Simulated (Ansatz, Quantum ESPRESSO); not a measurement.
# CsKICl (P4/mmm): zone-centre phonons, part 2 of 4

Which modes does CsKICl (P4/mmm) have at the zone centre?

Quantum ESPRESSO 7.5; DFT PBEsol, scalar-relativistic, plane waves, PseudoDojo stringent norm-conserving pseudopotentials.

So far. Step 2 (A probe with smearing): A gap of 4.0 eV opens on this mesh, so the crystal is taken as an insulator; the start stands at -0.86 GPa. Step 4 (Ground state): The cell stands at -0.099 GPa, close enough for phonons. The relaxed cell has a = 4.877, c = 7.314 Å (conventional setting).

## Step 5: Linear response at Γ

At q = 0 one unit cell holds all displacements; symmetry groups them into irreducible representations that are solved one by one. The response to a field gives ε∞ and the Born charges, which polar modes need.

File ph.in:

```
phonons
 &inputph
    prefix='x',
    outdir='./tmp',
    fildyn='g.dyn',
    tr2_ph=1.0d-18,
    epsil=.true.,
 /
0.000000000 0.000000000 0.000000000
```

Command:

```sh
> OMP_NUM_THREADS=1 mpirun -n 4 ph.x -nk 4 -in ph.in > ph.out
```

Output:

```text
[banners, grids, parts of the stress and lines that vanish by symmetry left out]
[banner, memory and clock lines left out]
Program PHONON v.7.5

     ./tmp/x.save/

     IMPORTANT: XC functional enforced from input :
     Exchange-correlation= PBESOL
                           (   1   4  10   8   0   0   0)
     Any further DFT definition will be discarded
     Please, verify this is what you really want

     G-vector sticks info

     Reading collected, re-writing distributed wavefunctions in ./tmp/

     Number and degeneracy of irreps per q-point
       N         xq(1)         xq(2)         xq(3)   N irreps
       1   0.000000000   0.000000000   0.000000000       8
        1   1   1   1   2   2   2   2

     Calculation of q =    0.0000000   0.0000000   0.0000000

     phonons

     bravais-lattice index     =            0
     lattice parameter (alat)  =       9.2160  a.u.
     unit-cell volume          =    1173.8505 (a.u.)^3
     number of atoms/cell      =            4
     number of atomic types    =            4
     kinetic-energy cut-off    =      68.0000  Ry
     charge density cut-off    =     272.0000  Ry
     convergence threshold     =      1.0E-18
     beta                      =       0.7000
     number of iterations used =            4
     Exchange-correlation= PBESOL
                           (   1   4  10   8   0   0   0)

     celldm(1)=    9.21595  celldm(2)=    0.00000  celldm(3)=    0.00000
     celldm(4)=    0.00000  celldm(5)=    0.00000  celldm(6)=    0.00000

     crystal axes: (cart. coord. in units of alat)
               a(1) = (  1.0000  0.0000  0.0000 )
               a(2) = (  0.0000  1.0000  0.0000 )
               a(3) = (  0.0000  0.0000  1.4997 )

     reciprocal axes: (cart. coord. in units 2 pi/alat)
               b(1) = (  1.0000  0.0000  0.0000 )
               b(2) = (  0.0000  1.0000  0.0000 )
               b(3) = (  0.0000  0.0000  0.6668 )

     Atoms inside the unit cell:

     Cartesian axes

     site n.  atom      mass           positions (alat units)
        1  K      39.0983   tau(    1) = (    0.00000    0.00000    0.00000  )
        2  Cs    132.9055   tau(    2) = (    0.50000    0.50000    0.74983  )
        3  I     126.9045   tau(    3) = (    0.50000    0.50000    0.00000  )
        4  Cl     35.4500   tau(    4) = (    0.00000    0.00000    0.74983  )

     Computing dynamical matrix for
                    q = (   0.0000000   0.0000000   0.0000000 )

     17 Sym.Ops. (with q -> -q+G )

     G cutoff =  585.1801  (  88941 G-vectors)     FFT grid: ( 50, 50, 75)
     number of k points=    18
                       cart. coord. in units 2pi/alat
        k(    1) = (   0.0000000   0.0000000   0.0000000), wk =   0.0312500
        k(    2) = (   0.0000000   0.0000000   0.1667047), wk =   0.0625000
        k(    3) = (   0.0000000   0.0000000  -0.3334093), wk =   0.0312500
        [... further k-points left out ...]

     PseudoPot. # 1 for K  read from file:
     ./pseudo/K.upf
     Pseudo is Norm-conserving + core correction, Zval =  9.0
     Using radial grid of 2250 points,  6 beta functions with:
                l(1) =   0
                l(2) =   0
                l(3) =   1
                l(4) =   1
                l(5) =   2
                l(6) =   2

     PseudoPot. # 2 for Cs read from file:
     ./pseudo/Cs.upf
     Pseudo is Norm-conserving + core correction, Zval =  9.0
     Using radial grid of 2384 points,  8 beta functions with:
                l(1) =   0
                l(2) =   0
                l(3) =   1
                l(4) =   1
                l(5) =   2
                l(6) =   2
                l(7) =   3
                l(8) =   3

     PseudoPot. # 3 for I  read from file:
     ./pseudo/I.upf
     Pseudo is Norm-conserving + core correction, Zval = 17.0
     Using radial grid of 1182 points,  6 beta functions with:
[...]
l(6) =   2

     PseudoPot. # 4 for Cl read from file:
     ./pseudo/Cl.upf
     Pseudo is Norm-conserving + core correction, Zval =  7.0
     Using radial grid of 1028 points,  6 beta functions with:
                l(1) =   0
                l(2) =   0
                l(3) =   1
                l(4) =   1
                l(5) =   2
                l(6) =   2

     Mode symmetry, D_4h(4/mmm) point group:

     Electric field:
     Dielectric constant
     Born effective charges as d Force / d E

     Atomic displacements:
     There are    8 irreducible representations

     Representation     1      1 modes -  To be done

     Representation     2      1 modes -  To be done

     Representation     3      1 modes -  To be done

     Representation     4      1 modes -  To be done

     Representation     5      2 modes -  To be done

     Representation     6      2 modes -  To be done

     Representation     7      2 modes -  To be done

     Representation     8      2 modes -  To be done

     Alpha used in Ewald sum =   2.5000

     Electric Fields Calculation

      thresh= 1.000E-02 alpha_mix =  0.700 |ddv_scf|^2 =  1.377E-07

      thresh= 3.711E-05 alpha_mix =  0.700 |ddv_scf|^2 =  2.654E-08

      thresh= 1.629E-05 alpha_mix =  0.700 |ddv_scf|^2 =  2.859E-09

      thresh= 5.347E-06 alpha_mix =  0.700 |ddv_scf|^2 =  1.111E-09

      thresh= 3.333E-06 alpha_mix =  0.700 |ddv_scf|^2 =  2.244E-11

      thresh= 4.737E-07 alpha_mix =  0.700 |ddv_scf|^2 =  9.633E-13

      thresh= 9.815E-08 alpha_mix =  0.700 |ddv_scf|^2 =  6.062E-14

      thresh= 2.462E-08 alpha_mix =  0.700 |ddv_scf|^2 =  6.600E-15

      thresh= 8.124E-09 alpha_mix =  0.700 |ddv_scf|^2 =  8.662E-16

      thresh= 2.943E-09 alpha_mix =  0.700 |ddv_scf|^2 =  6.034E-17

      thresh= 7.768E-10 alpha_mix =  0.700 |ddv_scf|^2 =  6.591E-18

      thresh= 2.567E-10 alpha_mix =  0.700 |ddv_scf|^2 =  8.467E-19

     End of electric fields calculation

          Dielectric constant in cartesian axis

          (       2.676034681       0.000000000       0.000000000 )
          (       0.000000000       2.676034681       0.000000000 )
          (       0.000000000       0.000000000       2.674561251 )

          Effective charges (d Force / dE) in cartesian axis without acoustic sum rule applied (asr)

           atom    1  K     Mean Z*:        1.14048
      Ex  (        1.19383        0.00000        0.00000 )
      Ey  (        0.00000        1.19383        0.00000 )
      Ez  (        0.00000        0.00000        1.03379 )
           atom    2  Cs    Mean Z*:        1.22435
      Ex  (        1.24672        0.00000        0.00000 )
      Ey  (        0.00000        1.24672        0.00000 )
      Ez  (        0.00000        0.00000        1.17962 )
           atom    3  I     Mean Z*:       -1.10708
      Ex  (       -1.12893        0.00000        0.00000 )
      Ey  (        0.00000       -1.12893        0.00000 )
      Ez  (        0.00000        0.00000       -1.06338 )
           atom    4  Cl    Mean Z*:       -1.28132
      Ex  (       -1.33841        0.00000        0.00000 )
      Ey  (        0.00000       -1.33841        0.00000 )
      Ez  (        0.00000        0.00000       -1.16713 )

          Effective charges Sum: Mean:       -0.02356
             -0.02678        0.00000        0.00000
              0.00000       -0.02678        0.00000
              0.00000        0.00000       -0.01711

          Effective charges (d Force / dE) in cartesian axis with asr applied:
           atom    1  K     Mean Z*:        1.14637
      E*x (        1.20053        0.00000        0.00000 )
      E*y (        0.00000        1.20053        0.00000 )
      E*z (        0.00000        0.00000        1.03807 )
           atom    2  Cs    Mean Z*:        1.23024
      E*x (        1.25342        0.00000        0.00000 )
      E*y (        0.00000        1.25342        0.00000 )
      E*z (        0.00000        0.00000        1.18389 )
           atom    3  I     Mean Z*:       -1.10119
      E*x (       -1.12223        0.00000        0.00000 )
      E*y (        0.00000       -1.12223        0.00000 )
      E*z (        0.00000        0.00000       -1.05911 )
           atom    4  Cl    Mean Z*:       -1.27543
      E*x (       -1.33171        0.00000        0.00000 )
      E*y (        0.00000       -1.33171        0.00000 )
      E*z (        0.00000        0.00000       -1.16286 )

     Representation #   1 mode #   1

     Self-consistent Calculation

      thresh= 1.000E-02 alpha_mix =  0.700 |ddv_scf|^2 =  3.293E-06

      thresh= 1.815E-04 alpha_mix =  0.700 |ddv_scf|^2 =  3.239E-06

[...]
End of self-consistent calculation

     Convergence has been achieved

     Representation #   2 mode #   2

     Self-consistent Calculation

[...]
End of self-consistent calculation

     Convergence has been achieved

     Representation #   3 mode #   3

     Self-consistent Calculation

[...]
End of self-consistent calculation

     Convergence has been achieved

     Representation #   4 mode #   4

     Self-consistent Calculation

[...]
End of self-consistent calculation

     Convergence has been achieved

     Representation #   5 modes #   5   6

     Self-consistent Calculation

[...]
End of self-consistent calculation

     Convergence has been achieved

     Representation #   6 modes #   7   8

     Self-consistent Calculation

[...]
End of self-consistent calculation

     Convergence has been achieved

     Representation #   7 modes #   9  10

     Self-consistent Calculation

[...]
End of self-consistent calculation

     Convergence has been achieved

     Representation #   8 modes #  11  12

     Self-consistent Calculation

[...]
thresh= 2.747E-06 alpha_mix =  0.700 |ddv_scf|^2 =  4.720E-11

      thresh= 6.870E-07 alpha_mix =  0.700 |ddv_scf|^2 =  7.138E-13

      thresh= 8.449E-08 alpha_mix =  0.700 |ddv_scf|^2 =  1.035E-13

      thresh= 3.217E-08 alpha_mix =  0.700 |ddv_scf|^2 =  9.439E-15

      thresh= 9.716E-09 alpha_mix =  0.700 |ddv_scf|^2 =  1.002E-16

      thresh= 1.001E-09 alpha_mix =  0.700 |ddv_scf|^2 =  7.764E-18

      thresh= 2.786E-10 alpha_mix =  0.700 |ddv_scf|^2 =  8.658E-19

     End of self-consistent calculation

     Convergence has been achieved

     Number of q in the star =    1
     List of q in the star:
          1   0.000000000   0.000000000   0.000000000

          Dielectric constant in cartesian axis

          (       2.676034681       0.000000000       0.000000000 )
          (       0.000000000       2.676034681       0.000000000 )
          (       0.000000000       0.000000000       2.674561251 )

          Effective charges (d Force / dE) in cartesian axis without acoustic sum rule applied (asr)

           atom    1  K     Mean Z*:        1.14048
      Ex  (        1.19383        0.00000        0.00000 )
      Ey  (        0.00000        1.19383        0.00000 )
      Ez  (        0.00000        0.00000        1.03379 )
           atom    2  Cs    Mean Z*:        1.22435
      Ex  (        1.24672        0.00000        0.00000 )
      Ey  (        0.00000        1.24672        0.00000 )
      Ez  (        0.00000        0.00000        1.17962 )
           atom    3  I     Mean Z*:       -1.10708
      Ex  (       -1.12893        0.00000        0.00000 )
      Ey  (        0.00000       -1.12893        0.00000 )
      Ez  (        0.00000        0.00000       -1.06338 )
           atom    4  Cl    Mean Z*:       -1.28132
      Ex  (       -1.33841        0.00000        0.00000 )
      Ey  (        0.00000       -1.33841        0.00000 )
      Ez  (        0.00000        0.00000       -1.16713 )

          Effective charges Sum: Mean:       -0.02356
             -0.02678        0.00000        0.00000
              0.00000       -0.02678        0.00000
              0.00000        0.00000       -0.01711

          Effective charges (d Force / dE) in cartesian axis with asr applied:
           atom    1  K     Mean Z*:        1.14637
      E*x (        1.20053        0.00000        0.00000 )
      E*y (        0.00000        1.20053        0.00000 )
      E*z (        0.00000        0.00000        1.03807 )
           atom    2  Cs    Mean Z*:        1.23024
      E*x (        1.25342        0.00000        0.00000 )
      E*y (        0.00000        1.25342        0.00000 )
      E*z (        0.00000        0.00000        1.18389 )
           atom    3  I     Mean Z*:       -1.10119
      E*x (       -1.12223        0.00000        0.00000 )
      E*y (        0.00000       -1.12223        0.00000 )
      E*z (        0.00000        0.00000       -1.05911 )
           atom    4  Cl    Mean Z*:       -1.27543
      E*x (       -1.33171        0.00000        0.00000 )
      E*y (        0.00000       -1.33171        0.00000 )
      E*z (        0.00000        0.00000       -1.16286 )

     Diagonalizing the dynamical matrix

     q = (    0.000000000   0.000000000   0.000000000 )

 **************************************************************************
     freq (    1) =      -2.168851 [THz] =     -72.345075 [cm-1]
     freq (    2) =      -0.447881 [THz] =     -14.939718 [cm-1]
     freq (    3) =      -0.447881 [THz] =     -14.939718 [cm-1]
     freq (    4) =      -0.407210 [THz] =     -13.583070 [cm-1]
     freq (    5) =       0.639822 [THz] =      21.342179 [cm-1]
     freq (    6) =       0.639822 [THz] =      21.342179 [cm-1]
     freq (    7) =       1.887290 [THz] =      62.953213 [cm-1]
     freq (    8) =       2.726143 [THz] =      90.934342 [cm-1]
     freq (    9) =       2.983255 [THz] =      99.510664 [cm-1]
     freq (   10) =       2.983255 [THz] =      99.510664 [cm-1]
     freq (   11) =       3.414473 [THz] =     113.894568 [cm-1]
     freq (   12) =       3.414473 [THz] =     113.894568 [cm-1]
 **************************************************************************

     Mode symmetry, D_4h(4/mmm) point group:

     freq (   1-   1) =        -72.3  [cm-1]   --> A_2u X_4' M_4'  I
     freq (   2-   3) =        -14.9  [cm-1]   --> E_u  X_5' M_5'  I
     freq (   4-   4) =        -13.6  [cm-1]   --> A_2u X_4' M_4'  I
     freq (   5-   6) =         21.3  [cm-1]   --> E_u  X_5' M_5'  I
     freq (   7-   7) =         63.0  [cm-1]   --> A_2u X_4' M_4'  I
     freq (   8-   8) =         90.9  [cm-1]   --> A_2u X_4' M_4'  I
     freq (   9-  10) =         99.5  [cm-1]   --> E_u  X_5' M_5'  I
     freq (  11-  12) =        113.9  [cm-1]   --> E_u  X_5' M_5'  I
```

Wall time 18 min (4 MPI ranks of Intel Xeon Platinum 8488C (Sapphire Rapids), shared host); 71 min of CPU time.

This step gave:

```
miss of the charge sum rule                                       : 0.02679 e
largest acoustic frequency at the zone centre before the sum rule : -14.94 cm⁻¹
highest optical zone-centre mode (no LO-TO term)                  : 113.9 cm⁻¹
lowest optical zone-centre mode                                   : -72.35 cm⁻¹
mean high-frequency dielectric constant                           : 2.676
largest Born charge in size (third of the trace)                  : 1.281 e
```

Born charge (rows field, columns displacement), before the sum rule (e), principal values of the symmetric part by kind of site:

```csv
atom,atoms with these values,low,middle,high,mean
K1,1,1.03,1.19,1.19,1.14
Cs2,1,1.18,1.25,1.25,1.22
I3,1,-1.13,-1.13,-1.06,-1.11
Cl4,1,-1.34,-1.34,-1.17,-1.28
```

In full for Cl4:

```
-1.34  0.00  0.00
 0.00 -1.34  0.00
 0.00  0.00 -1.17
```

High-frequency dielectric tensor:

```
2.68 0.00 0.00
0.00 2.68 0.00
0.00 0.00 2.67
```

The acoustic modes at Γ come out as far as 14.9 cm⁻¹ from zero, where they should vanish, a sizeable error of basis and grid or of the response kernel of this functional; the Born charges miss their sum rule by 0.027 e, which is fair. The lowest optical mode is imaginary, 72i cm⁻¹, an instability at this level and on this k mesh.

## Step 6: Modes with the sum rule

A rigid shift of the crystal must cost nothing, but grids and finite bases break this; the acoustic sum rule is imposed before the matrix is diagonalised again. With Born charges the intensities follow; a static dielectric tensor has no meaning with imaginary modes.

File dynmat.in:

```
 &input
    fildyn='g.dyn',
    asr='simple',
    fileig='dynmat.eig',
    lperm=.true.,
 /
```

Command:

```sh
> dynmat.x -in dynmat.in > dynmat.out
```

Output:

```text
[banner, memory and clock lines left out]
Program DYNMAT v.7.5

     Reading Dynamical Matrix from file g.dyn
     ...Force constants read
     ...epsilon and Z* read
     A direction for q was not specified:TO-LO splitting will be absent

     Polarizability (A^3 units)
     multiply by 0.641637 for Clausius-Mossotti correction
        23.200072    0.000000    0.000000
         0.000000   23.200072    0.000000
         0.000000    0.000000   23.179677

     IR activities are in (D/A)^2/amu units

# mode   [cm-1]    [THz]      IR
    1    -70.95   -2.1269    1.5305
    2     -0.00   -0.0000    0.0000
    3      0.00    0.0000    0.0000
    4      0.00    0.0000    0.0000
    5     24.16    0.7242    0.0165
    6     24.16    0.7242    0.0165
    7     64.45    1.9322    0.0066
    8     91.81    2.7523    0.4261
    9     99.51    2.9832    1.0228
   10     99.51    2.9832    1.0228
   11    115.27    3.4558    1.4669
   12    115.27    3.4558    1.4669

Electronic dielectric permittivity tensor (relative, adimensional)
         2.676035    0.000000    0.000000
         0.000000    2.676035    0.000000
         0.000000    0.000000    2.674561

 ... with zone-center polar mode contributions
         5.643607    0.000000   -0.000000
         0.000000    5.643607   -0.000000
        -0.000000   -0.000000    3.313880

6 [cm-1]
[end of the log left out, with the tail of the file of modes that dynmat.x writes under the same name]
```

It took 0.62 s on 1 thread.

Read from the output:

```yaml
highest_optical_zone_centre_mode_no_lo_to_term: 115.3 cm⁻¹
lowest_optical_zone_centre_mode: -70.95 cm⁻¹
```

Unit eigenvectors of the mass-weighted matrix after the sum rule; no LO-TO term. Modes at Γ, with each element's share of the kinetic energy (negative means imaginary):

```csv
mode,frequency (cm⁻¹),K %,Cs %,I %,Cl %
1,-71.0,54,0,0,46
2,0.0,12,40,38,11
3,0.0,12,40,38,11
4,0.0,12,40,38,11
5,24.2,8,43,42,6
6,24.2,8,43,42,6
7,64.4,33,5,18,43
8,91.8,1,55,44,1
9,99.5,1,17,1,80
10,99.5,1,17,1,80
11,115.3,79,0,18,3
12,115.3,79,0,18,3
```

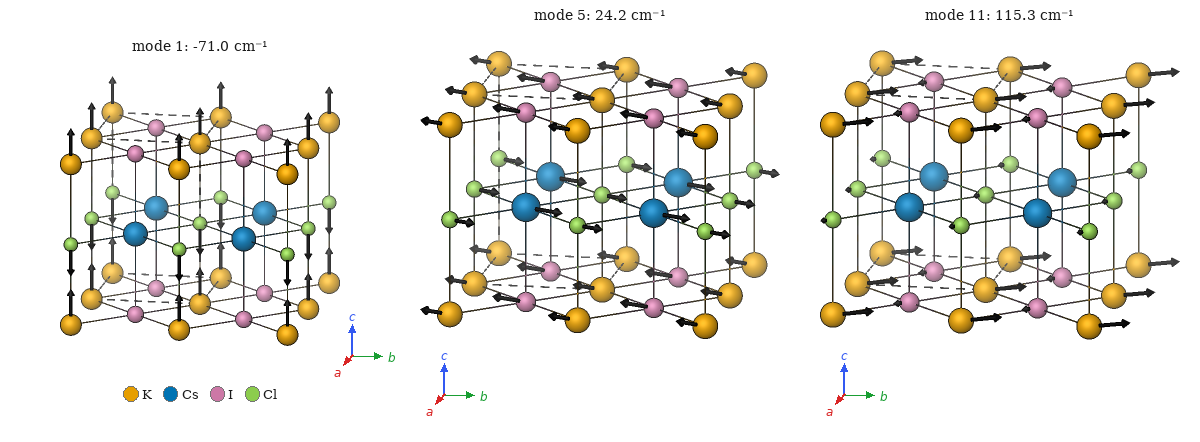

Displacement patterns of modes 1, 5 and 11 at Γ; arrows are exaggerated. 2×2×1 cells are drawn. Some periodic images of atoms are drawn too.

Degenerate modes summed, no LO-TO term; imaginary modes left out. Infrared lines, with heights relative to the strongest:

| position (cm⁻¹) | lines merged | label | IR intensity, relative |
| --- | --- | --- | --- |
| 24 | 2 | Eu | 1.1 |
| 64 | 1 | A2u | 0.2 |
| 92 | 1 | A2u | 15 |
| 100 | 2 | Eu | 70 |
| 115 | 2 | Eu | 100 |

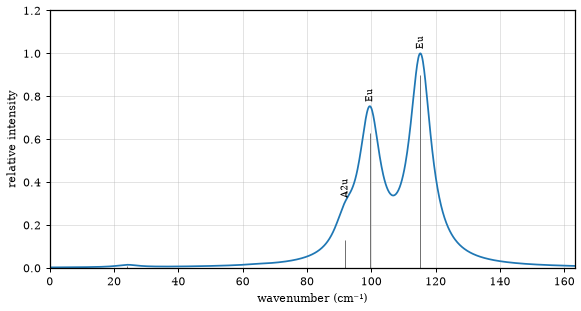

The infrared spectrum, broadened with Lorentzians of width 8 cm⁻¹; bars mark the lines.

The rule also moves an optical mode by 2.8 cm⁻¹.

## Step 7: Sum rules set otherwise (asr no)

Without the rule the raw error of the acoustic modes shows.

File dynmat.in:

```
 &input
    fildyn='g.dyn',
    asr='no',
    fileig='dynmat.eig',
    lperm=.true.,
 /
```

Command:

```sh
> dynmat.x -in dynmat.in > dynmat.out
```

Output:

```text
[banner, memory and clock lines left out]
Program DYNMAT v.7.5

     Reading Dynamical Matrix from file g.dyn
     ...Force constants read
     ...epsilon and Z* read
     A direction for q was not specified:TO-LO splitting will be absent

     Polarizability (A^3 units)
     multiply by 0.641637 for Clausius-Mossotti correction
        23.200072    0.000000    0.000000
         0.000000   23.200072    0.000000
         0.000000    0.000000   23.179677

     IR activities are in (D/A)^2/amu units

# mode   [cm-1]    [THz]      IR
    1    -72.35   -2.1689    1.5249
    2    -14.94   -0.4479    0.0016
    3    -14.94   -0.4479    0.0016
    4    -13.58   -0.4072    0.0011
    5     21.34    0.6398    0.0151
    6     21.34    0.6398    0.0151
    7     62.95    1.8873    0.0082
    8     90.93    2.7261    0.4301
    9     99.51    2.9833    0.9884
   10     99.51    2.9833    0.9884
   11    113.89    3.4145    1.5032
   12    113.89    3.4145    1.5032

Electronic dielectric permittivity tensor (relative, adimensional)
         2.676035    0.000000    0.000000
         0.000000    2.676035    0.000000
         0.000000    0.000000    2.674561

 ... with zone-center polar mode contributions
         5.728363   -0.000000   -0.000000
        -0.000000    5.728363    0.000000
        -0.000000    0.000000    3.337570

4 [cm-1]
[end of the log left out, with the tail of the file of modes that dynmat.x writes under the same name]
```

Elapsed: 0.62 s, on 1 thread.

Numbers from this step:

* highest optical zone-centre mode (no LO-TO term): 113.9 cm⁻¹
* lowest optical zone-centre mode: -72.35 cm⁻¹

Zone-centre frequencies as printed; negative means imaginary. Modes:

```csv
mode,frequency (cm⁻¹)
1,-72.35
2,-14.94
3,-14.94
4,-13.58
5,21.34
6,21.34
7,62.95
8,90.93
9,99.51
10,99.51
11,113.9
12,113.9
```

Against the first rule no mode moves by more than 15.0 cm⁻¹.

(Continued in part 3 of 4.)

[Host names and launcher messages were left out of these logs when they were recorded.]

[Logs are printed without paths, hosts, clocks, repeated set-up lines and the standing remarks that a program may print on its own settings, such as how far it seeks lower states.]

[Hosts, paths, dates, database ids (printed as entryN), source tags and the programs' standing remarks are cut or masked in the printed files.]
